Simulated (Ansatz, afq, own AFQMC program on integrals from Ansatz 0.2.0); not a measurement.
# GeH2 (triplet): AFQMC on the coupled-cluster ladder, cc-pVTZ, part 2 of 2

Ansatz 0.2.0, Gaussian basis, and an in-house AFQMC program (afq) on its integrals; all values are calculated; cc-pVTZ, frozen cores.

### 12 Free-projection AFQMC, CISD trial on ROHF

It reads the integrals that the CCSD(T) run on this determinant wrote.

Launch:

```sh
> afq ham --method free --trial cisd --walkers 3400 --time-step 0.03 --max-blocks 4000 --target-error 0.0003 --factor-cut 1e-05 --seed 1985 --times 0,0.3,0.6,1.2,1.8,2.4,3.6,4.8,6 --taylor-order 8
```

The program printed:

```text
orbitals 57  electrons 4 2  factors 387 of 433
reference energy -2076.49912893 Eh
CCSD correlation -0.10872925 Eh in 9 cycles, weight of the determinant in the CISD state 0.9312
repeat  energy at the last time / Eh  error
    10  -2076.611498  0.000055
    20  -2076.611542  0.000039
    30  -2076.611475  0.000042
time / (1/Eh)  energy / Eh  error  mean overlap
  0.00  -2076.607866  0.000006  1.0740
  0.30  -2076.609723  0.000014  1.0737
  0.60  -2076.610497  0.000014  1.0745
  1.20  -2076.611108  0.000014  1.0710
  1.80  -2076.611279  0.000016  1.0719
  2.40  -2076.611376  0.000022  1.0711
  3.60  -2076.611434  0.000026  1.0707
  4.80  -2076.611531  0.000036  1.0675
  6.00  -2076.611483  0.000042  1.0663
energy -2076.611483 +/- 0.000042 Eh
```

Run time: 81 s. Hardware: 1 × NVIDIA H100 80GB HBM3 with 2 threads of AMD EPYC 7R13 (Zen 3), shared host; peak host memory 1.8 GiB.

Energy -56507.4771 ± 0.0011 eV. Caveats: remainder of the start not in the error.

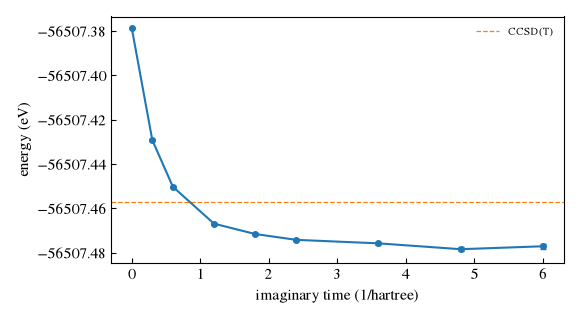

Energy against projection time, with error bars.

### 13 CCSD(T) on UHF

Contents of in.yaml:

```yaml
crystal:
  periodic: [false, false, false]
  atoms:
    - {symbol: Ge, position_ang: [0.000000, -0.020787, 0.000000]}
    - {symbol: H, position_ang: [0.000000, 0.749032, -1.334401]}
    - {symbol: H, position_ang: [0.000000, 0.749032, 1.334401]}
basis:
  gaussian: {orbitals: cc-pVTZ}
magnetization: {spin_polarized: true, initial_magnetization: 2}
correlation: {method: ccsd_t, electrons: outside_noble_gas, hamiltonian_folder: ham}
```

Launch:

```sh
> ansatz run in.yaml --threads 1 --pin off --events-out ev --progress --plain --max-ram 16896MiB --backend cuda --devices 0, --max-vram 18GiB
```

The program printed (excerpt; [...] marks lines left out):

```text
Functional definition: HF
  name "HF"
  cite "Fock, Z. Phys. 61, 126 (1930) doi:10.1007/BF01340294"
  parent pbe
[...]
433 factors; integrals over basis functions are off by at most 4.9e-4 eV
[...]
mean field -56504.48765775 eV, -2076.5016213048 hartree, gradient 3.0e-6 eV, S^2 2.006286; 0 other end points of the search recorded, 0 dependent functions left out
14 core orbitals not correlated: weight in the atoms' cores, before any rotation towards them, 1.000 or more for the frozen orbitals, at most 0.000 for the correlated occupied ones
reference -56504.48765775 eV, -2076.5016213048 hartree; 4, 2 occupied and 53, 55 virtual orbitals, 433 factors
second order -2.34607561 eV of doubles, -0.00000000 eV of singles
cycle   1  -2.73613038 eV  change   -3.9e-1 eV  update   5.1e-2
[...]
cycle   9  -2.90510699 eV  change    7.1e-6 eV  update   5.5e-6
perturbative correction -0.07766997 eV, -0.0028543188 hartree
Total energy: -56507.47043470 eV, -2076.6112363362 hartree
```

It took 3.6 s on 1 × NVIDIA H100 80GB HBM3 with 1 thread of AMD EPYC 7R13 (Zen 3), shared host; peak host memory 1.8 GiB.

From the report: ⟨S²⟩ of the determinant 2.006 (pure triplet: 2.00); correlation -2.9828 eV; T1 0.016; largest double amplitude 0.04.

This run also writes the integrals to the folder ham.

### 14 CCSDT(Q) on UHF

in.yaml, as its differences from that of step 13:

```diff
@@ -9,2 +9,2 @@
 magnetization: {spin_polarized: true, initial_magnetization: 2}
-correlation: {method: ccsd_t, electrons: outside_noble_gas, hamiltonian_folder: ham}
+correlation: {method: ccsdt_q, electrons: outside_noble_gas}
```

Launched as before.

The program printed (excerpt; [...] marks lines left out):

```text
Functional definition: HF
  name "HF"
  cite "Fock, Z. Phys. 61, 126 (1930) doi:10.1007/BF01340294"
  parent pbe
[...]
798 factors; integrals over basis functions are off by at most 1.2e-7 eV
[...]
mean field -56504.48768189 eV, -2076.5016221920 hartree, gradient 4.6e-6 eV, S^2 2.006286; 0 other end points of the search recorded, 0 dependent functions left out
14 core orbitals not correlated: weight in the atoms' cores, before any rotation towards them, 1.000 or more for the frozen orbitals, at most 0.000 for the correlated occupied ones
reference -56504.48768189 eV, -2076.5016221920 hartree; 4, 2 occupied and 53, 55 virtual orbitals, 798 factors
second order -2.34608829 eV of doubles, -0.00000000 eV of singles
cycle   1  -2.73612389 eV  change   -3.9e-1 eV  update   5.6e-2
[...]
cycle  13  -3.00131735 eV  change    1.4e-7 eV  update   3.8e-7
perturbative correction -0.00165853 eV, -0.0000609498 hartree
Total energy: -56507.49065776 eV, -2076.6119795200 hartree
```

Wall time 4.2 s (1 × NVIDIA H100 80GB HBM3 with 1 thread of AMD EPYC 7R13 (Zen 3), shared host); peak host memory 1.8 GiB.

From the report: ⟨S²⟩ of the determinant 2.006 (pure triplet: 2.00); correlation -3.0030 eV; T1 0.016; largest double amplitude 0.05.

### 15 CCSD(T) on UHF

in.yaml, as its differences from that of step 14:

```diff
@@ -7,4 +7,4 @@
 basis:
-  gaussian: {orbitals: cc-pVTZ}
+  gaussian: {orbitals: def2-TZVPP}
 magnetization: {spin_polarized: true, initial_magnetization: 2}
-correlation: {method: ccsdt_q, electrons: outside_noble_gas}
+correlation: {method: ccsd_t, electrons: outside_noble_gas}
```

Same command.

The program printed (excerpt; [...] marks lines left out):

```text
Functional definition: HF
  name "HF"
  cite "Fock, Z. Phys. 61, 126 (1930) doi:10.1007/BF01340294"
  parent pbe
[...]
471 factors; integrals over basis functions are off by at most 4.5e-4 eV
[...]
mean field -56503.40616604 eV, -2076.4618772176 hartree, gradient 4.2e-6 eV, S^2 2.006243; 0 other end points of the search recorded, 0 dependent functions left out
14 core orbitals not correlated: weight in the atoms' cores, before any rotation towards them, 1.000 or more for the frozen orbitals, at most 0.000 for the correlated occupied ones
reference -56503.40616604 eV, -2076.4618772176 hartree; 4, 2 occupied and 58, 60 virtual orbitals, 471 factors
second order -2.34993405 eV of doubles, -0.00000000 eV of singles
cycle   1  -2.73807427 eV  change   -3.9e-1 eV  update   5.1e-2
[...]
cycle   9  -2.90711805 eV  change    7.0e-6 eV  update   5.4e-6
perturbative correction -0.07750879 eV, -0.0028483954 hartree
Total energy: -56506.39079287 eV, -2076.5715602308 hartree
```

Wall time 2.8 s (1 × NVIDIA H100 80GB HBM3 with 1 thread of AMD EPYC 7R13 (Zen 3), shared host); peak host memory 1.8 GiB.

From the report: ⟨S²⟩ of the determinant 2.006 (pure triplet: 2.00); correlation -2.9846 eV; T1 0.016; largest double amplitude 0.04.

### 16 CCSD(T) on UHF

in.yaml, as its differences from that of step 15:

```diff
@@ -7,3 +7,3 @@
 basis:
-  gaussian: {orbitals: def2-TZVPP}
+  gaussian: {orbitals: "def2-QZVPP.json"}
 magnetization: {spin_polarized: true, initial_magnetization: 2}
```

The command is unchanged.

The program printed (excerpt; [...] marks lines left out):

```text
Functional definition: HF
  name "HF"
  cite "Fock, Z. Phys. 61, 126 (1930) doi:10.1007/BF01340294"
  parent pbe
[...]
959 factors; integrals over basis functions are off by at most 8.6e-4 eV
[...]
mean field -56504.56656547 eV, -2076.5045211103 hartree, gradient 2.5e-6 eV, S^2 2.006542; 0 other end points of the search recorded, 0 dependent functions left out
14 core orbitals not correlated: weight in the atoms' cores, before any rotation towards them, 1.000 or more for the frozen orbitals, at most 0.000 for the correlated occupied ones
reference -56504.56656547 eV, -2076.5045211103 hartree; 4, 2 occupied and 131, 133 virtual orbitals, 959 factors
second order -2.50566876 eV of doubles, -0.00000000 eV of singles
cycle   1  -2.86128853 eV  change   -3.6e-1 eV  update   5.1e-2
[...]
cycle  10  -3.03046303 eV  change   -1.9e-6 eV  update   2.4e-6
perturbative correction -0.08762993 eV, -0.0032203404 hartree
Total energy: -56507.68465843 eV, -2076.6191089130 hartree
```

It took 2.3 s on 1 × NVIDIA H100 80GB HBM3 with 1 thread of AMD EPYC 7R13 (Zen 3), shared host; peak host memory 1.8 GiB.

From the report: ⟨S²⟩ of the determinant 2.007 (pure triplet: 2.00); correlation -3.1181 eV; T1 0.016; largest double amplitude 0.04.

### 17 Phaseless AFQMC, CISD trial on UHF

It reads the integrals that the CCSD(T) run on this determinant wrote.

Launch:

```sh
> afq ham --method phaseless --trial cisd --walkers 3400 --populations 20 --least-time 60 --time-step 0.005 --steps-per-block 50 --equilibration-blocks 28 --max-blocks 4000 --target-error 0.00015 --factor-cut 1e-05 --start spin_pure --seed 97 --release-times 0.24,0.51,0.99,1.62,2.4 --release-step 0.03 --release-every 3 --taylor-order 6
```

The program printed:

```text
orbitals 57  electrons 4 2  factors 387 of 433
reference energy -2076.50162130 Eh
CCSD correlation -0.10676084 Eh in 10 cycles, weight of the determinant in the CISD state 0.9333
energy of the start -2076.608337 Eh
 block  time / (1/Eh)  mean weight  energy / Eh
     1     0.250  0.9999  -2076.608105
     2     0.500  1.0000  -2076.608620
     3     0.750  0.9999  -2076.609252
     4     1.000  1.0000  -2076.609657
     5     1.250  1.0000  -2076.610163
     6     1.500  1.0001  -2076.610517
     7     1.750  1.0000  -2076.610778
     8     2.000  1.0002  -2076.611103
     9     2.250  1.0001  -2076.611212
    10     2.500  0.9999  -2076.611368
    11     2.750  0.9999  -2076.611396
    12     3.000  1.0002  -2076.611451
    13     3.250  1.0002  -2076.611636
    14     3.500  1.0002  -2076.611571
    15     3.750  0.9999  -2076.611615
    16     4.000  1.0002  -2076.611555
    17     4.250  1.0001  -2076.611642
    18     4.500  0.9998  -2076.611703
    19     4.750  1.0000  -2076.611777
    20     5.000  1.0000  -2076.611706
    21     5.250  1.0001  -2076.611689
    22     5.500  0.9999  -2076.611734
    23     5.750  0.9998  -2076.611691
    24     6.000  1.0000  -2076.611549
    25     6.250  0.9997  -2076.611684
    26     6.500  0.9998  -2076.611719
    27     6.750  1.0001  -2076.611666
    28     7.000  1.0000  -2076.611512
    29     7.250  1.0001  -2076.611584
    30     7.500  0.9998  -2076.611756
    31     7.750  0.9999  -2076.611879
    32     8.000  0.9997  -2076.612165
    33     8.250  0.9999  -2076.612160
    34     8.500  1.0003  -2076.611979
    35     8.750  1.0002  -2076.612004
    36     9.000  1.0001  -2076.612041
    37     9.250  1.0000  -2076.612249
    38     9.500  1.0001  -2076.611843
    39     9.750  1.0000  -2076.611973
    40    10.000  1.0000  -2076.611862
    41    10.250  0.9998  -2076.611987
    42    10.500  0.9998  -2076.611995
    43    10.750  0.9999  -2076.611829
    44    11.000  0.9999  -2076.612083
    45    11.250  0.9999  -2076.611939
    46    11.500  0.9999  -2076.611857
    47    11.750  0.9999  -2076.611764
    48    12.000  1.0001  -2076.611791
    49    12.250  1.0000  -2076.611809
    50    12.500  0.9999  -2076.611728
    51    12.750  1.0000  -2076.611968
    52    13.000  1.0000  -2076.611794
    53    13.250  0.9998  -2076.611809
    54    13.500  1.0002  -2076.611785
    55    13.750  1.0000  -2076.611734
    56    14.000  1.0001  -2076.611832
    57    14.250  1.0000  -2076.611883
    58    14.500  1.0002  -2076.611700
    59    14.750  1.0000  -2076.611788
    60    15.000  1.0000  -2076.611541
    61    15.250  1.0000  -2076.611791
    62    15.500  0.9998  -2076.611764
    63    15.750  0.9999  -2076.611868
    64    16.000  1.0000  -2076.611856
    65    16.250  1.0002  -2076.611783
    66    16.500  0.9999  -2076.611852
    67    16.750  1.0002  -2076.612020
    68    17.000  1.0002  -2076.612185
    69    17.250  0.9998  -2076.612131
    70    17.500  1.0003  -2076.611995
    71    17.750  1.0000  -2076.612059
    72    18.000  0.9999  -2076.611916
    73    18.250  1.0001  -2076.611773
    74    18.500  1.0002  -2076.611904
    75    18.750  1.0000  -2076.611953
    76    19.000  1.0002  -2076.611716
    77    19.250  0.9997  -2076.611884
    78    19.500  1.0004  -2076.611689
error from the spread of 20 populations
released: time / (1/Eh)  energy / Eh  error  mean overlap
  0.24  -2076.611931  0.000066  0.9969
  0.51  -2076.611927  0.000047  0.9978
  0.99  -2076.611945  0.000033  0.9947
  1.62  -2076.612012  0.000041  0.9902
  2.40  -2076.611969  0.000037  0.9897
energy -2076.611885 +/- 0.000072 Eh
```

It took 42 s on 1 × NVIDIA H100 80GB HBM3 with 2 threads of AMD EPYC 7R13 (Zen 3), shared host; peak host memory 1.8 GiB.

Energy -56507.4881 ± 0.0019 eV. Caveats: constraint bias not in the error.

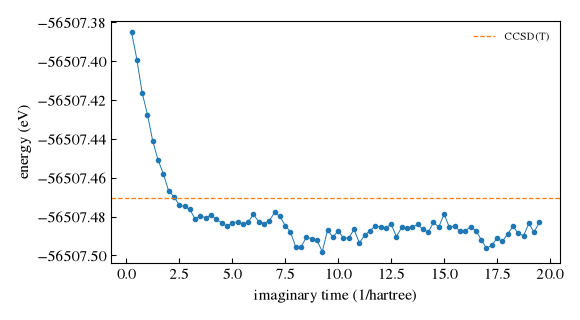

Block energies along the walk.

### 18 Phaseless AFQMC, single-determinant trial on UHF

It reads the integrals that the CCSD(T) run on this determinant wrote.

Launch:

```sh
> afq ham --method phaseless --trial hf --walkers 3400 --populations 20 --least-time 40 --time-step 0.005 --steps-per-block 20 --equilibration-blocks 112 --max-blocks 4000 --target-error 0.0007499999999999999 --factor-cut 1e-05 --start spin_pure --seed 5907 --taylor-order 6
```

The program printed:

```text
orbitals 57  electrons 4 2  factors 387 of 433
reference energy -2076.50162130 Eh
CCSD correlation -0.10676084 Eh in 10 cycles, weight of the determinant in the CISD state 0.9333
energy of the start -2076.501681 Eh
 block  time / (1/Eh)  mean weight  energy / Eh
     1     0.100  1.0004  -2076.522675
     2     0.200  1.0008  -2076.538106
     3     0.300  1.0007  -2076.549623
     4     0.400  1.0005  -2076.558946
     5     0.500  1.0005  -2076.566258
     6     0.600  1.0004  -2076.572206
     7     0.700  1.0001  -2076.577959
     8     0.800  1.0000  -2076.582514
     9     0.900  1.0003  -2076.586101
    10     1.000  1.0000  -2076.589359
    13     1.300  1.0001  -2076.593930
    17     1.700  0.9999  -2076.601304
    21     2.100  0.9999  -2076.606825
    25     2.500  0.9999  -2076.606074
    29     2.900  1.0000  -2076.607454
    33     3.300  1.0002  -2076.608923
    37     3.700  1.0000  -2076.611019
    41     4.100  1.0001  -2076.610775
    45     4.500  0.9999  -2076.611936
    49     4.900  1.0002  -2076.611275
    53     5.300  1.0001  -2076.610410
    57     5.700  1.0000  -2076.611400
    61     6.100  1.0000  -2076.610409
    65     6.500  1.0000  -2076.611640
    69     6.900  1.0000  -2076.613021
    73     7.300  1.0001  -2076.611203
    77     7.700  1.0000  -2076.612056
    81     8.100  0.9998  -2076.612009
    85     8.500  1.0000  -2076.613421
    89     8.900  0.9997  -2076.613739
    93     9.300  1.0000  -2076.611232
    97     9.700  1.0002  -2076.613992
   101    10.100  1.0001  -2076.614190
   105    10.500  1.0002  -2076.613775
   109    10.900  0.9999  -2076.611955
   113    11.300  0.9998  -2076.610284
   117    11.700  1.0002  -2076.611819
   121    12.100  1.0002  -2076.611235
   125    12.500  0.9998  -2076.611892
   129    12.900  1.0000  -2076.611493
   133    13.300  1.0002  -2076.612214
   137    13.700  0.9999  -2076.612522
   141    14.100  1.0001  -2076.611113
   145    14.500  1.0001  -2076.610433
   149    14.900  0.9998  -2076.610881
   153    15.300  1.0000  -2076.609755
   157    15.700  0.9998  -2076.609657
   161    16.100  0.9998  -2076.611103
   165    16.500  1.0002  -2076.610376
   169    16.900  1.0000  -2076.611375
   173    17.300  1.0001  -2076.610786
   177    17.700  1.0001  -2076.612525
   181    18.100  0.9999  -2076.610992
   185    18.500  1.0000  -2076.610522
   189    18.900  1.0002  -2076.611686
error from the spread of 20 populations
energy -2076.611213 +/- 0.000457 Eh
```

Run time: 19 s. Hardware: 1 × NVIDIA H100 80GB HBM3 with 2 threads of AMD EPYC 7R13 (Zen 3), shared host; peak host memory 1.8 GiB.

Energy -56507.4698 ± 0.0124 eV. Caveats: constraint bias not in the error.

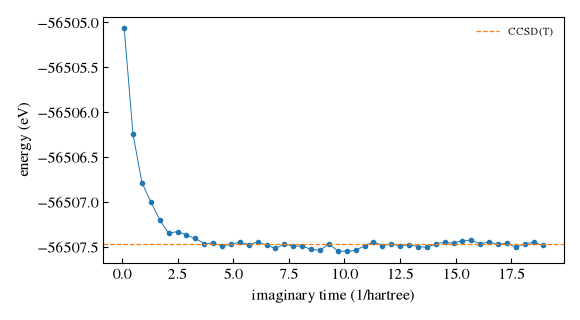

Block energies along the walk.

### 19 Free-projection AFQMC, CISD trial on UHF

It reads the integrals that the CCSD(T) run on this determinant wrote.

Launch:

```sh
> afq ham --method free --trial cisd --walkers 3400 --time-step 0.03 --max-blocks 4000 --target-error 0.0003 --factor-cut 1e-05 --seed 1985 --times 0,0.3,0.6,1.2,1.8,2.4,3.6,4.8,6 --taylor-order 8
```

The program printed:

```text
orbitals 57  electrons 4 2  factors 387 of 433
reference energy -2076.50162130 Eh
CCSD correlation -0.10676084 Eh in 10 cycles, weight of the determinant in the CISD state 0.9333
repeat  energy at the last time / Eh  error
    10  -2076.612014  0.000054
    20  -2076.612036  0.000042
    30  -2076.611974  0.000041
time / (1/Eh)  energy / Eh  error  mean overlap
  0.00  -2076.608390  0.000005  1.0717
  0.30  -2076.610231  0.000012  1.0706
  0.60  -2076.611007  0.000015  1.0698
  1.20  -2076.611607  0.000014  1.0658
  1.80  -2076.611771  0.000015  1.0669
  2.40  -2076.611872  0.000023  1.0662
  3.60  -2076.611919  0.000024  1.0670
  4.80  -2076.612000  0.000036  1.0667
  6.00  -2076.611981  0.000040  1.0649
energy -2076.611981 +/- 0.000040 Eh
```

Run time: 42 s. Hardware: 1 × NVIDIA H100 80GB HBM3 with 2 threads of AMD EPYC 7R13 (Zen 3), shared host; peak host memory 1.8 GiB.

Energy -56507.4907 ± 0.0011 eV. Caveats: remainder of the start not in the error.

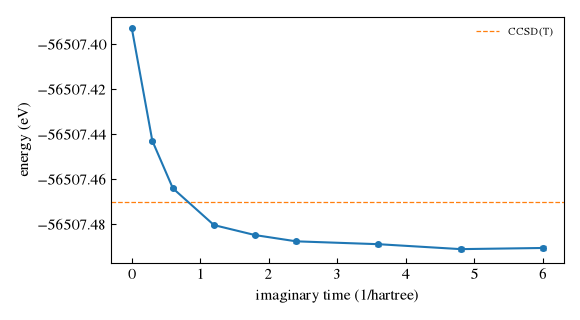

Energy against projection time, with error bars.

### 20 All levels side by side

On the ROHF determinant, counted from CCSDT(Q) (a yardstick, not exact):

```
                                                              level  energy (eV)  from CCSDT(Q) (kJ/mol)  statistical error (kJ/mol)  time
                                                                 HF  -56504.4198                  +295.0                                  
                                                                MP2  -56506.8203                   +63.4                                  
                                                               CCSD  -56507.3785                    +9.5                                  
                                                            CCSD(T)  -56507.4572                    +1.9                                  
                                                           CCSDT(Q)  -56507.4773                     0.0                                  
              Phaseless AFQMC, CISD trial, step 0.005, 3400 walkers  -56507.4745                    +0.3                         0.2  87 s
Phaseless AFQMC, single-determinant trial, step 0.005, 3400 walkers  -56507.4585                    +1.8                         1.4  48 s
         Free-projection AFQMC, CISD trial, step 0.03, 3400 walkers  -56507.4771                     0.0                         0.1  81 s
```

On the UHF determinant, counted from CCSDT(Q) (a yardstick, not exact):

```
                                                              level  energy (eV)  from CCSDT(Q) (kJ/mol)  statistical error (kJ/mol)  time
                                                                 HF  -56504.4877                  +289.7                                  
                                                                MP2  -56506.8337                   +63.4                                  
                                                               CCSD  -56507.3928                    +9.4                                  
                                                            CCSD(T)  -56507.4704                    +2.0                                  
                                                           CCSDT(Q)  -56507.4907                     0.0                                  
              Phaseless AFQMC, CISD trial, step 0.005, 3400 walkers  -56507.4881                    +0.2                         0.2  42 s
Phaseless AFQMC, single-determinant trial, step 0.005, 3400 walkers  -56507.4698                    +2.0                         1.2  19 s
         Free-projection AFQMC, CISD trial, step 0.03, 3400 walkers  -56507.4907                     0.0                         0.1  42 s
```

The functionals' totals stand on their own zeros and serve differences with other points: PBE -56540.447 eV; r2SCAN -56548.970 eV; PBE0 -56542.022 eV; B3LYP -56550.537 eV; wB97M-V -56545.783 eV; B2PLYP -56537.848 eV.

### 21 Outcome

The summary covers parts 1 to 2.

```
                                                       quantity              value
                                  CCSD(T) on ROHF from CCSDT(Q)        +1.9 kJ/mol
              Phaseless AFQMC, CISD trial on ROHF from CCSDT(Q)  +0.3 ± 0.2 kJ/mol
Phaseless AFQMC, single-determinant trial on ROHF from CCSDT(Q)  +1.8 ± 1.4 kJ/mol
        Free-projection AFQMC, CISD trial on ROHF from CCSDT(Q)   0.0 ± 0.1 kJ/mol
                                   CCSD(T) on UHF from CCSDT(Q)        +2.0 kJ/mol
               Phaseless AFQMC, CISD trial on UHF from CCSDT(Q)  +0.2 ± 0.2 kJ/mol
 Phaseless AFQMC, single-determinant trial on UHF from CCSDT(Q)  +2.0 ± 1.2 kJ/mol
         Free-projection AFQMC, CISD trial on UHF from CCSDT(Q)   0.0 ± 0.1 kJ/mol
```

In words: On ROHF the phaseless walk with the CISD trial lies +0.3 kJ/mol from CCSDT(Q), within three error bars. Free projection has no constraint; at the last time it gives 0.0 ± 0.1 kJ/mol. On UHF the phaseless walk with the CISD trial lies +0.2 kJ/mol from CCSDT(Q), within three error bars. Free projection has no constraint; at the last time it gives 0.0 ± 0.1 kJ/mol, and from a start that isn't spin pure other spins can mix in. Error bars are statistical and leave out the constraint, the time step and what remains of the start.
